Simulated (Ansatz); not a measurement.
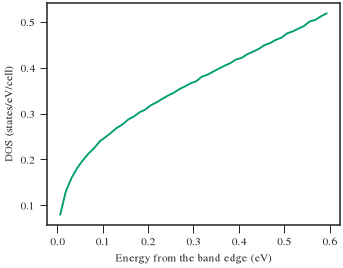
*Density of states of SiC (F-43m) below the valence band maximum, PBEsol, rigid bands in Ansatz (a first-principles code); cell volume 20.7 Å³.*

What effective density of states at 300 K does this give (∫ g(E) exp(−E/k_BT) dE, both spins, divided by the cell's size)?

1.6e20 cm⁻³, a density-of-states mass of 3.5 mₑ, valleys and band degeneracy included.

Spin-orbit coupling is left out; where it splits the top of the valence band, N_v and the p-type Seebeck coefficient come out somewhat high without it. Geometry: cell and atoms relaxed with PBEsol.
